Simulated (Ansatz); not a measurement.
FH₃Si···H₅NSi

Input

```
crystal:
  periodic: [false, false, false]
  atoms:
    - { symbol: Si, position_ang: [0.39384, 0.025523, -0.225346] }
    - { symbol: F, position_ang: [0.54781, -0.731263, 1.175568] }
    - { symbol: H, position_ang: [1.737409, 0.008027, -0.834965] }
    - { symbol: H, position_ang: [-0.009416, 1.422986, -0.022552] }
    - { symbol: H, position_ang: [-0.52647, -0.713385, -1.100434] }
    - { symbol: "N", position_ang: [-2.196902, -0.156461, 1.326996] }
    - { symbol: H, position_ang: [-2.833982, -0.754647, 0.840179] }
    - { symbol: Si, position_ang: [-2.853506, 1.194489, 2.200237] }
    - { symbol: H, position_ang: [-3.693718, 0.835951, 3.366427] }
    - { symbol: H, position_ang: [-1.728887, 2.009398, 2.6953] }
    - { symbol: H, position_ang: [-3.690376, 1.98002, 1.272172] }
    - { symbol: H, position_ang: [-1.484002, -0.720538, 1.798718] }
basis:
  gaussian: { orbitals: "6-31G*" }
hamiltonian:
  xc: hf
relax:
  f_tol: 0.03
  max_steps: 50
output:
  orbitals: {}
```

Command:

```sh
ansatz run input.yaml --threads 1 --pin off --max-ram 2048MiB --backend cpu --events-out ev --progress --plain --runs-dir out
```

The fields are those of the run's last geometry, not of the input's.

Computed with RHF/6-31G* (Ansatz 0.2.0).

Predict the electron density and electron localisation function between the atoms.

F2···H12 (2.39 Å): the density falls to about 0.06 e/Å³ on the way; the ELF dips to about 0 between them (a closed-shell contact with the geometry of a hydrogen bond).
Si–F (1.60 Å): ρ is about 1.1 e/Å³ halfway; the ELF peaks at about 0.85 in the valence shell of F, 0.6 Å from its nucleus, and is about 0.50 at the midpoint.
N–H (1.00 Å): ρ is about 2.8 e/Å³ halfway; the ELF climbs to about 1 towards the hydrogen, as it does in any bond to H (a covalent bond by its length).
Si–H (1.47 Å): ρ is about 0.81 e/Å³ halfway; the ELF climbs to about 1 towards the hydrogen.

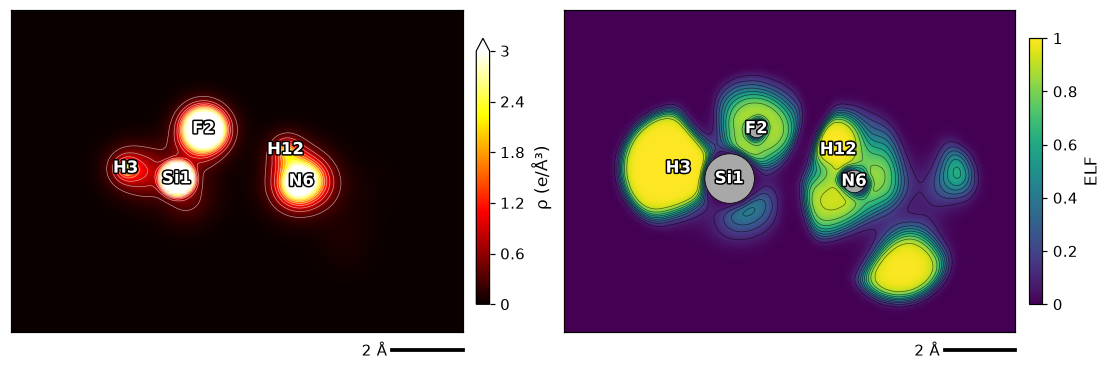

Computed electron density and electron localisation function on the plane of atoms F2, Si1 and H3, in this order. Grey discs cover the atomic cores in the ELF map. 
